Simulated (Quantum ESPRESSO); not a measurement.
# The valence band of H3CCl as photoemission sees it, part 7 of 8

Wanted: projected DOS of H3CCl, weighted into photoemission and X-ray emission spectra, at several levels of theory.

Quantum ESPRESSO 7.5; DFT, PBEsol, plane waves, ultrasoft GBRV pseudopotentials, scalar-relativistic (the session's first sound run).

So far. Step 5 (The base run: bands): On this path the gap is indirect, 5.43 eV, with the valence top at Y and the conduction bottom between Δ0 and Γ. The least direct gap is 5.48 eV. Step 6 (With LDA: self-consistent run): At this level the gap is 5.21 eV on the k-mesh of the self-consistent run, which can miss the band edges.

### 8. Projected DOS and spectra

Level of this step: DFT, LDA, plane waves, ultrasoft GBRV pseudopotentials, scalar-relativistic (Quantum ESPRESSO).

projwfc.x splits the states by atom and shell, which the spectra need, since each shell has its own cross section.

projwfc.in reads:

```
&projwfc
  prefix = 'pes'
  outdir = './tmp'
  filpdos = 'pes'
  ngauss = 0
  degauss = 0.00735
  DeltaE = 0.05
  Emin = -35.49
  Emax = 12.51
/
```

The run is started by

```console
> OMP_NUM_THREADS=1 mpirun -n 4 projwfc.x -nk 4 -in projwfc.in > projwfc.out
```

Log:

```text
[banner, memory and clock lines left out]
Program PROJWFC v.7.5 starts

          URL

     ./tmp/pes.save/

     IMPORTANT: XC functional enforced from input :
     Exchange-correlation= PZ
                           (   1   1   0   0   0   0   0)
     Any further DFT definition will be discarded
     Please, verify this is what you really want

     G-vector sticks info

     negative rho (up, down):  2.877E-02 0.000E+00

     Gaussian broadening (read from input): ngauss,degauss=   0    0.007350

     Calling projwave ....

  Problem Sizes
  natomwfc =           22
  nbnd     =           38
  nkstot   =          124
  npwx     =         3712
  nkb      =           64

     Atomic states used for projection
     (read from pseudopotential files):

     state #   1: atom   1 (Cl ), wfc  1 (l=0 m= 1)
     state #   2: atom   1 (Cl ), wfc  2 (l=1 m= 1)
     state #   3: atom   1 (Cl ), wfc  2 (l=1 m= 2)
     state #   4: atom   1 (Cl ), wfc  2 (l=1 m= 3)
     state #   5: atom   2 (Cl ), wfc  1 (l=0 m= 1)
     state #   6: atom   2 (Cl ), wfc  2 (l=1 m= 1)
     state #   7: atom   2 (Cl ), wfc  2 (l=1 m= 2)
     state #   8: atom   2 (Cl ), wfc  2 (l=1 m= 3)
     state #   9: atom   3 (C  ), wfc  1 (l=0 m= 1)
     state #  10: atom   3 (C  ), wfc  2 (l=1 m= 1)
     state #  11: atom   3 (C  ), wfc  2 (l=1 m= 2)
     state #  12: atom   3 (C  ), wfc  2 (l=1 m= 3)
     state #  13: atom   4 (C  ), wfc  1 (l=0 m= 1)
     state #  14: atom   4 (C  ), wfc  2 (l=1 m= 1)
     state #  15: atom   4 (C  ), wfc  2 (l=1 m= 2)
     state #  16: atom   4 (C  ), wfc  2 (l=1 m= 3)
     state #  17: atom   5 (H  ), wfc  1 (l=0 m= 1)
     state #  18: atom   6 (H  ), wfc  1 (l=0 m= 1)
     state #  19: atom   7 (H  ), wfc  1 (l=0 m= 1)
     state #  20: atom   8 (H  ), wfc  1 (l=0 m= 1)
     state #  21: atom   9 (H  ), wfc  1 (l=0 m= 1)
     state #  22: atom  10 (H  ), wfc  1 (l=0 m= 1)

 k =   0.0000000000  0.0000000000  0.0000000000
==== e(   1) =   -16.01965 eV ====
     psi = 0.305*[#   1]+0.305*[#   5]+0.084*[#   9]+0.084*[#  13]+0.024*[#  17]
          +0.024*[#  18]+0.024*[#  19]+0.024*[#  20]+0.023*[#  21]+0.023*[#  22]
          +0.014*[#  10]+0.014*[#  14]+0.013*[#  12]+0.013*[#  16]+0.006*[#   2]
          +0.006*[#   6]+0.005*[#   4]+0.005*[#   8]
    |psi|^2 = 0.995
==== e(   2) =   -15.83309 eV ====
     psi = 0.328*[#   1]+0.328*[#   5]+0.083*[#   9]+0.083*[#  13]+0.027*[#  10]
          +0.027*[#  14]+0.017*[#  21]+0.017*[#  22]+0.014*[#  12]+0.014*[#  16]
          +0.008*[#  17]+0.008*[#  18]+0.008*[#  19]+0.008*[#  20]+0.006*[#   2]
          +0.006*[#   6]+0.005*[#   4]+0.005*[#   8]
    |psi|^2 = 0.995
==== e(   3) =   -11.18171 eV ====
     psi = 0.183*[#   9]+0.183*[#  13]+0.100*[#   1]+0.100*[#   5]+0.056*[#  17]
          +0.056*[#  18]+0.056*[#  19]+0.056*[#  20]+0.034*[#  21]+0.034*[#  22]
          +0.024*[#   2]+0.024*[#   6]+0.021*[#  10]+0.021*[#  14]+0.012*[#   4]
          +0.012*[#   8]+0.006*[#  12]+0.006*[#  16]
    |psi|^2 = 0.985
==== e(   4) =   -10.77294 eV ====
     psi = 0.193*[#   9]+0.193*[#  13]+0.140*[#   1]+0.140*[#   5]+0.033*[#  17]
          +0.033*[#  18]+0.033*[#  19]+0.033*[#  20]+0.033*[#  21]+0.033*[#  22]
          +0.015*[#   2]+0.015*[#   6]+0.015*[#  10]+0.015*[#  14]+0.014*[#   4]
          +0.014*[#   8]+0.013*[#  12]+0.013*[#  16]
    |psi|^2 = 0.979
==== e(   5) =    -5.33452 eV ====
     psi = 0.188*[#  12]+0.188*[#  16]+0.111*[#  21]+0.111*[#  22]+0.099*[#  10]
          +0.099*[#  14]+0.047*[#   2]+0.047*[#   6]+0.017*[#  17]+0.017*[#  18]
          +0.017*[#  19]+0.017*[#  20]+0.009*[#   4]+0.009*[#   8]+0.002*[#   9]
          +0.002*[#  13]+0.002*[#   1]+0.002*[#   5]
    |psi|^2 = 0.983
==== e(   6) =    -5.24670 eV ====
     psi = 0.138*[#   4]+0.138*[#   8]+0.133*[#  10]+0.133*[#  14]+0.121*[#   2]
          +0.121*[#   6]+0.030*[#  17]+0.030*[#  18]+0.030*[#  19]+0.030*[#  20]
          +0.027*[#  12]+0.027*[#  16]+0.011*[#   1]+0.011*[#   5]+0.004*[#  21]
          +0.004*[#  22]
    |psi|^2 = 0.991
==== e(   7) =    -4.93062 eV ====
     psi = 0.287*[#  11]+0.287*[#  15]+0.073*[#  17]+0.073*[#  18]+0.073*[#  19]
          +0.073*[#  20]+0.063*[#   3]+0.063*[#   7]
    |psi|^2 = 0.990
==== e(   8) =    -4.93061 eV ====
     psi = 0.206*[#  12]+0.206*[#  16]+0.109*[#  21]+0.109*[#  22]+0.084*[#  10]
          +0.084*[#  14]+0.058*[#   2]+0.058*[#   6]+0.014*[#  17]+0.014*[#  18]
          +0.014*[#  19]+0.014*[#  20]+0.010*[#   4]+0.010*[#   8]+0.001*[#   1]
          +0.001*[#   5]
    |psi|^2 = 0.990
==== e(   9) =    -4.83078 eV ====
     psi = 0.302*[#  11]+0.302*[#  15]+0.074*[#  17]+0.074*[#  18]+0.074*[#  19]
          +0.074*[#  20]+0.045*[#   3]+0.045*[#   7]
    |psi|^2 = 0.990
==== e(  10) =    -4.63909 eV ====
     psi = 0.184*[#   4]+0.184*[#   8]+0.110*[#  10]+0.110*[#  14]+0.093*[#   2]
          +0.093*[#   6]+0.043*[#  12]+0.043*[#  16]+0.028*[#   1]+0.028*[#   5]
          +0.012*[#  17]+0.012*[#  18]+0.012*[#  19]+0.012*[#  20]+0.007*[#  21]
          +0.007*[#  22]+0.001*[#   9]+0.001*[#  13]
    |psi|^2 = 0.981
==== e(  11) =    -2.05914 eV ====
     psi = 0.251*[#   2]+0.251*[#   6]+0.178*[#   4]+0.178*[#   8]+0.033*[#  21]
[...]
+0.002*[#  20]
    |psi|^2 = 0.993
==== e(  12) =    -1.79038 eV ====
     psi = 0.449*[#   3]+0.449*[#   7]+0.017*[#  11]+0.017*[#  15]+0.016*[#  17]
          +0.016*[#  18]+0.016*[#  19]+0.016*[#  20]
    |psi|^2 = 0.997
==== e(  13) =    -1.76430 eV ====
     psi = 0.251*[#   4]+0.251*[#   8]+0.184*[#   2]+0.184*[#   6]+0.031*[#  21]
[...]
+0.005*[#  17]+0.005*[#  18]+0.005*[#  19]+0.005*[#  20]
    |psi|^2 = 0.996
==== e(  14) =    -1.45133 eV ====
     psi = 0.435*[#   3]+0.435*[#   7]+0.036*[#  11]+0.036*[#  15]+0.014*[#  17]
          +0.014*[#  18]+0.014*[#  19]+0.014*[#  20]
    |psi|^2 = 0.996
==== e(  15) =     4.49396 eV ====
     psi = 0.094*[#   9]+0.094*[#  13]+0.091*[#  12]+0.091*[#  16]+0.085*[#   4]
[...]
+0.024*[#  20]
    |psi|^2 = 0.886
==== e(  16) =     4.60711 eV ====
     psi = 0.124*[#   9]+0.124*[#  13]+0.083*[#  17]+0.083*[#  18]+0.083*[#  19]
[...]
+0.006*[#   8]+0.005*[#   2]+0.005*[#   6]
    |psi|^2 = 0.822
[...]
+0.025*[#   9]+0.025*[#  13]
[...]
+0.003*[#   5]+0.002*[#   4]+0.002*[#   8]
[...]
+0.038*[#  20]
[...]
+0.005*[#  22]+0.005*[#  12]+0.005*[#  16]
[...]
+0.095*[#  20]
[...]
+0.016*[#  15]
[...]
+0.003*[#   4]+0.003*[#   8]+0.001*[#   9]+0.001*[#  13]
[...]
psi = 0.003*[#  17]+0.003*[#  18]+0.003*[#  19]+0.003*[#  20]
[...]
+0.002*[#   2]+0.002*[#   6]+0.001*[#   9]+0.001*[#  13]
[...]
+0.093*[#  15]+0.005*[#   3]+0.005*[#   7]
[...]
+0.001*[#   6]
[...]
+0.002*[#   2]+0.002*[#   4]+0.002*[#   6]+0.002*[#   8]
[...]
+0.001*[#   6]
[...]
+0.003*[#  20]
[...]
+0.002*[#   8]
[...]
+0.003*[#   4]+0.003*[#   8]
[...]
+0.002*[#  20]
[...]
psi = 0.001*[#  17]+0.001*[#  18]+0.001*[#  19]+0.001*[#  20]
[...]
k =   0.0000000000  0.0000000000  0.0901278621
[...]
+0.006*[#   6]+0.005*[#   4]+0.005*[#   8]
[...]
+0.006*[#   6]+0.005*[#   4]+0.005*[#   8]
[...]
+0.009*[#   5]
[...]
+0.005*[#   5]
[...]
+0.013*[#  20]
[...]
+0.002*[#  20]
[...]
+0.005*[#  17]+0.005*[#  18]+0.005*[#  19]+0.005*[#  20]
[...]
+0.003*[#   4]+0.003*[#   8]+0.001*[#   9]+0.001*[#  13]
[...]
psi = 0.004*[#  17]+0.004*[#  18]+0.004*[#  19]+0.004*[#  20]
[...]
+0.002*[#   4]+0.002*[#   8]+0.002*[#   9]+0.002*[#  13]
[...]
+0.001*[#  19]+0.001*[#  20]
[...]
psi = 0.001*[#  11]+0.001*[#  15]
[...]
k =   0.0000000000  0.0000000000  0.1802557243
[...]
+0.004*[#  17]+0.004*[#  18]+0.004*[#  19]+0.004*[#  20]
[...]
+0.003*[#   2]+0.003*[#   6]+0.003*[#   9]+0.003*[#  13]
[...]
+0.002*[#  10]+0.002*[#  14]+0.002*[#   2]+0.002*[#   6]
[...]
+0.002*[#   4]+0.002*[#   8]
[...]
+0.003*[#   9]+0.003*[#  13]+0.001*[#   2]+0.001*[#   6]
[...]
+0.003*[#  19]+0.003*[#  20]+0.002*[#   2]+0.002*[#   6]
[...]
+0.003*[#   9]+0.003*[#  13]+0.001*[#   2]+0.001*[#   6]
[...]
k =   0.0000000000  0.0000000000 -0.2703835864
[...]
+0.001*[#  10]+0.001*[#  14]+0.001*[#   2]+0.001*[#   6]
[...]
+0.001*[#  10]+0.001*[#  14]+0.001*[#   2]+0.001*[#   6]
[...]
+0.001*[#  12]+0.001*[#  16]+0.001*[#   2]+0.001*[#   6]
[...]
+0.001*[#  19]+0.001*[#  20]
[...]
+0.001*[#  19]+0.001*[#  20]
[...]
+0.001*[#  12]+0.001*[#  16]
[...]
+0.001*[#  12]+0.001*[#  16]
[...]
k =   0.0636506785  0.0807997295  0.0000000000
[...]
+0.001*[#   9]+0.001*[#  13]
[...]
+0.001*[#   9]+0.001*[#  13]
[...]
+0.001*[#  21]+0.001*[#  22]
[...]
+0.002*[#  12]+0.002*[#  16]
[...]
+0.001*[#  12]+0.001*[#  16]
[...]
+0.004*[#  19]+0.004*[#  20]
[...]
k =   0.0636506785  0.0807997295  0.0901278621
[...]
+0.001*[#   9]+0.001*[#  13]
[...]
+0.001*[#   9]+0.001*[#  13]
[...]
k =   0.0636506785  0.0807997295  0.1802557243
[...]
k =   0.0636506785  0.0807997295 -0.2703835864
[...]
+0.001*[#  10]+0.001*[#  14]
[...]
+0.002*[#  15]
[...]
+0.002*[#  15]
[...]
+0.001*[#  10]+0.001*[#  14]
[...]
+0.001*[#  10]+0.001*[#  14]
[...]
k =   0.1273013569  0.1615994589  0.0000000000
[...]
+0.002*[#   7]
[...]
+0.002*[#  11]+0.002*[#  15]
[...]
+0.003*[#   9]+0.003*[#  13]
[...]
+0.001*[#  13]
[...]
+0.004*[#  12]+0.004*[#  16]
[...]
==== e(  24) =  
[... cut ...]
^2 = 0.088
[...]
+0.001*[#   7]
[...]
+0.002*[#   8]
[...]
+0.001*[#  15]
[...]
k =  -0.0636506785 -0.7271975652 -0.2703835864
[...]
+0.001*[#   3]+0.001*[#   7]
[...]
+0.001*[#   3]+0.001*[#   7]
[...]
+0.003*[#   4]+0.003*[#   6]+0.003*[#   8]
[...]
+0.007*[#  11]+0.007*[#  15]+0.005*[#  12]+0.005*[#  16]
[...]
+0.004*[#  11]+0.004*[#  15]+0.002*[#  10]+0.002*[#  14]
[...]
+0.004*[#  11]+0.004*[#  15]+0.002*[#  10]+0.002*[#  14]
[...]
+0.002*[#  12]+0.002*[#  16]+0.002*[#  21]+0.002*[#  22]
[...]
+0.002*[#  12]+0.002*[#  16]+0.002*[#  21]+0.002*[#  22]
[...]
+0.003*[#  10]+0.003*[#  14]+0.003*[#  11]+0.003*[#  15]
[...]
+0.003*[#  10]+0.003*[#  14]+0.003*[#  11]+0.003*[#  15]
[...]
k =   0.0000000000 -0.6463978357  0.0000000000
[...]
+0.006*[#   6]+0.005*[#   4]+0.005*[#   8]
[...]
+0.006*[#   6]+0.006*[#   4]+0.006*[#   8]
    |psi|^2 = 0.995
==== e(   3) =   -10.99619 eV ====
     psi = 0.186*[#   9]+0.186*[#  13]+0.110*[#   1]+0.110*[#   5]+0.048*[#  17]
[...]
+0.011*[#  14]+0.009*[#  12]+0.009*[#  16]
    |psi|^2 = 0.988
==== e(   4) =   -10.93120 eV ====
     psi = 0.190*[#   9]+0.190*[#  13]+0.103*[#   1]+0.103*[#   5]+0.049*[#  21]
          +0.049*[#  22]+0.048*[#  17]+0.048*[#  18]+0.048*[#  19]+0.048*[#  20]
          +0.018*[#   2]+0.018*[#   6]+0.016*[#   4]+0.016*[#   8]+0.012*[#  12]
          +0.012*[#  16]+0.010*[#  10]+0.010*[#  14]
    |psi|^2 = 0.990
==== e(   5) =    -5.88965 eV ====
     psi = 0.263*[#  11]+0.263*[#  15]+0.091*[#   3]+0.091*[#   7]+0.067*[#  17]
          +0.067*[#  18]+0.067*[#  19]+0.067*[#  20]
    |psi|^2 = 0.978
==== e(   6) =    -5.51006 eV ====
     psi = 0.176*[#  10]+0.176*[#  14]+0.098*[#  12]+0.098*[#  16]+0.076*[#  21]
          +0.076*[#  22]+0.072*[#   4]+0.072*[#   8]+0.029*[#  17]+0.029*[#  18]
          +0.029*[#  19]+0.029*[#  20]+0.011*[#   2]+0.011*[#   6]
    |psi|^2 = 0.985
==== e(   7) =    -5.40866 eV ====
     psi = 0.294*[#  11]+0.294*[#  15]+0.071*[#  17]+0.071*[#  18]+0.071*[#  19]
          +0.071*[#  20]+0.056*[#   3]+0.056*[#   7]
    |psi|^2 = 0.984
==== e(   8) =    -5.34542 eV ====
     psi = 0.209*[#  12]+0.209*[#  16]+0.105*[#   2]+0.105*[#   6]+0.095*[#  21]
          +0.095*[#  22]+0.049*[#  10]+0.049*[#  14]+0.011*[#  17]+0.011*[#  18]
          +0.011*[#  19]+0.011*[#  20]+0.009*[#   4]+0.009*[#   8]+0.004*[#   1]
          +0.004*[#   5]
    |psi|^2 = 0.987
==== e(   9) =    -4.81599 eV ====
     psi = 0.154*[#   2]+0.154*[#   6]+0.142*[#  12]+0.142*[#  16]+0.098*[#   4]
          +0.098*[#   8]+0.043*[#  21]+0.043*[#  22]+0.025*[#  10]+0.025*[#  14]
          +0.023*[#   1]+0.023*[#   5]+0.003*[#  17]+0.003*[#  18]+0.003*[#  19]
          +0.003*[#  20]+0.002*[#   9]+0.002*[#  13]
    |psi|^2 = 0.986
==== e(  10) =    -4.74864 eV ====
     psi = 0.191*[#  10]+0.191*[#  14]+0.159*[#   4]+0.159*[#   8]+0.069*[#   2]
          +0.069*[#   6]+0.026*[#  17]+0.026*[#  18]+0.026*[#  19]+0.026*[#  20]
          +0.017*[#   1]+0.017*[#   5]+0.005*[#  12]+0.005*[#  16]+0.00
```

It took 2 s on 4 MPI ranks of Arm Neoverse V1, shared host; 8.4 s of CPU time.

Numbers from this step:

```
gap from the DOS mesh                          : 5.249 eV
share of occupied states in no projected shell : 0.0103 of the occupied states in the window
```

The DOS has structure finer than the step of the table below, so its rows give means over 2 eV, whole bins alone (the curve runs from -14.9 to 13.9 eV). Peaks (eV: height): total -14.4: 16.4, -9.6: 14.3, -3.3: 13.5, -0.2: 13.2; Cl 3p -3.3: 6.23, -0.2: 11.1, 6.2: 1.54; C 2p -14.4: 1.17, -3.7: 5.22, -3.3: 5.01, 6.2: 2.03; H 1s -9.6: 3.96, -3.7: 2.53, 7.7: 1.38, 8.7: 2.16; C 2s -14.4: 2.71, -9.6: 5.34, 5.9: 0.701.

DOS against E, zero at the valence-band maximum; means over each step; values in states/eV/cell:

```
E (eV)   total   Cl 3p    C 2p     H 1s     C 2s    Cl 3s
   -12       0       0       0        0        0        0
   -10    2.00   0.137  0.0953    0.550    0.748    0.442
    -8       0       0       0        0        0        0
    -6       0       0       0        0        0        0
    -4    6.00    1.63    2.90     1.28  0.00868   0.0911
    -2  0.0167  0.0138  9.2e-4  0.00175   7.8e-6   6.5e-5
     0    3.99    3.38   0.252    0.313  0.00805  0.00123
     2       0       0       0        0        0        0
     4       0       0       0        0        0        0
     6    2.06   0.509   0.656    0.204    0.270    0.107
     8    3.61   0.143   0.569     1.11    0.143   0.0240
    10    3.74  0.0463   0.356    0.764   0.0882  0.00455
    12    3.41  0.0308   0.232    0.318   0.0418  0.00425
```

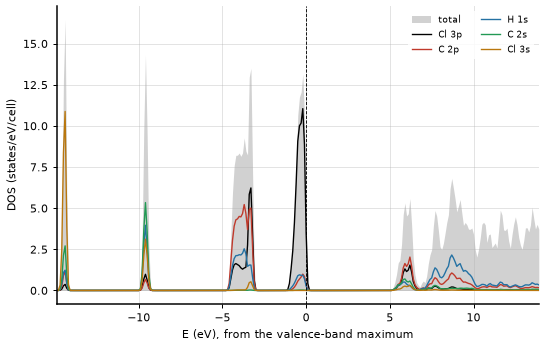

DOS, plotted against E.

Simulated valence spectra by photon energy, shown to 13 eV, since a deeper line would dwarf them at some energies; the 100 % can be that line's tail at the edge; this run's widths, added to any smearing of the DOS itself: Gaussian 0.15 eV, Lorentzian 0.05 eV plus 0.03 an eV of depth. The intensity by binding energy, zero at the valence-band maximum; values in % of the maximum within 13 eV:

```
binding energy (eV)  21.2 eV  40.8 eV  1486.7 eV  2150 eV  5950 eV
                  0     43.2     15.4       43.0     39.4     15.2
                  2     1.16     1.33      0.875    0.882    0.543
                  4     57.7     92.7       17.4     16.5     8.07
                  6    0.630     1.03      0.609    0.699    0.612
                  8    0.455     1.08       1.53     1.89     1.89
                 10     5.29     13.9       21.1     26.0     26.1
                 12        -    0.802       2.15     2.78     3.02
```

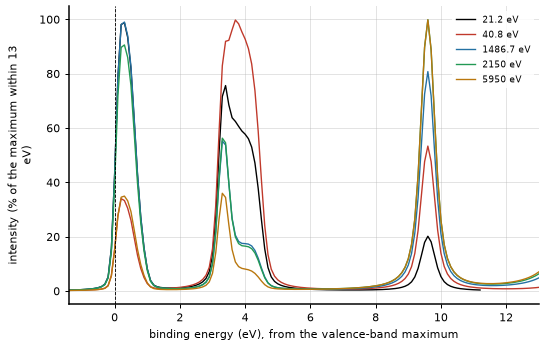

Intensity against binding energy.

Maxima picked by a test of local sharpness, so broad peaks and shoulders can be missing; peaks within 0.45 eV of a curve's cut are left out. Valence peaks, by row:

```
photon energy (eV)  binding energy (eV)  height (% of the maximum within 13 eV)  main shell  its share (%)
              21.2                9.625                                   20.18        H 1s          50.92
              21.2                3.375                                   76.74       Cl 3p          47.34
              21.2               0.2247                                     100       Cl 3p          87.64
              40.8                14.42                                   34.26       Cl 3s          42.19
              40.8                9.625                                   53.34        C 2s          56.63
              40.8                3.725                                     100        C 2p          82.16
              40.8               0.2247                                   34.46        C 2p          46.25
              1487                14.42                                   139.2       Cl 3s          93.25
              1487                9.575                                   80.87       Cl 3s          66.65
              1487                3.325                                   57.17       Cl 3p          72.74
              1487               0.2247                                     100       Cl 3p          99.26
              2150                14.42                                   183.2       Cl 3s          94.66
              2150                9.575                                     100       Cl 3s          72.01
              2150                3.325                                   58.24       Cl 3p          65.24
              2150               0.2247                                   91.46       Cl 3p          99.15
              5950                14.42                                   205.6       Cl 3s          97.05
              5950                9.575                                     100       Cl 3s          82.86
              5950                3.325                                   37.15       Cl 3s          60.08
              5950               0.2247                                   35.23       Cl 3p           98.3
```

Spectra as before, but with a recipe of its own (widths, and in some runs the light), which changes peak heights and what is resolved: Gaussian 0.15 eV, Lorentzian 0.05 eV plus 0.03 times the binding energy, linear light, analyser at 30°, Fermi edge at 300 K; some photon energies differ too.

The two runs compared:

```
                  quantity  this run  base run  difference
gap from the DOS mesh (eV)     5.249     5.465      -0.216
```

The two runs differ clearly in the gap from the DOS mesh: 5.25 eV against 5.46 eV.

(Continued in part 8 of 8.)

[Logs are printed without paths, hosts, clocks, repeated set-up lines and the standing remarks that a program may print on its own settings, such as how far it seeks lower states.]

[Hosts, paths, dates, database ids (printed as entryN), source tags and the programs' standing remarks are cut or masked in the printed files.]

[Maps of the electrostatic potential energy from Ansatz leave out the sawtooth potential of an applied field or a dipole correction, so their vacuum need not be flat; work functions include it.]

[Peak lists hold at most the 14 tallest peaks of each spectrum; further lines can be left out.]
